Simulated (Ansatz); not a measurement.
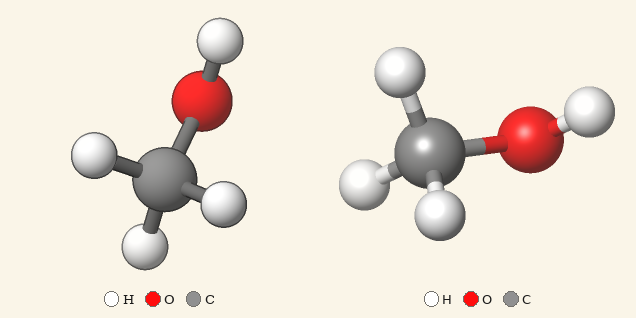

Both panels show the same species.

The computed structure is the end point of a PBE0-D4/def2-TZVP optimisation.

Question: Count the atoms of each element.

Answer: CH4O, 6 atoms: 1 carbon, 4 hydrogen and 1 oxygen.

Question: How many atoms are distinct by symmetry?

Answer: 5: 1 H, 1 O, 1 C, 2 H, 1 H.

Question: How many bonds of each kind are drawn?

Answer: 3 C–H, 1 O–H, 1 C–O. Sticks follow a distance rule.

Question: Which point group does it belong to?

Answer: Cs.

More results for the same structure follow; atom numbers are the same in all pictures, views and colours differ.

Vibrations

Harmonic vibrations computed with RKS PBE0-D4/def2-TZVP (Ansatz 0.2.0) at a stationary point of the same level.

Question: List the wavenumbers.

Answer: 12 modes: 308, 1064, 1108, 1174, 1374, 1477, 1490, 1506, 3005, 3057, 3131, 3879 cm⁻¹.

Electronic properties

Properties computed with RKS PBE0-D4/def2-TZVPP (Ansatz 0.2.0).

Predict the main results.

- HOMO energy (Kohn–Sham orbital): −7.89 eV
- LUMO energy (Kohn–Sham orbital): 1.10 eV
- HOMO–LUMO gap: 8.99 eV

Dipole moment

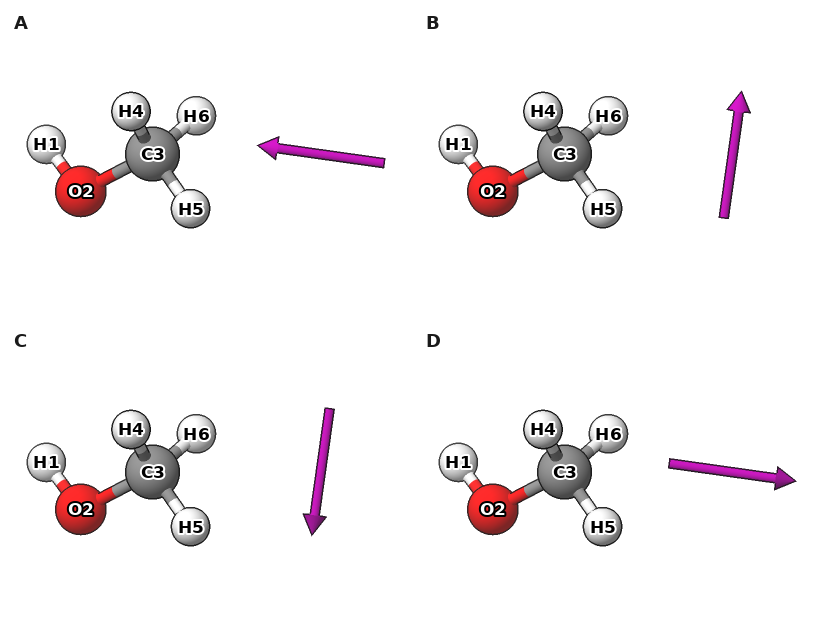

The same molecule four times, each with an arrow. Method: RKS PBE0-D4/def2-TZVP (Ansatz 0.2.0).

Question: Which arrow points along the dipole moment, from the negative to the positive end?

Answer: B. The dipole moment is 1.67 D; it points from the side of O2, H5 to the side of H4, H6 (the outermost atoms at the two ends).
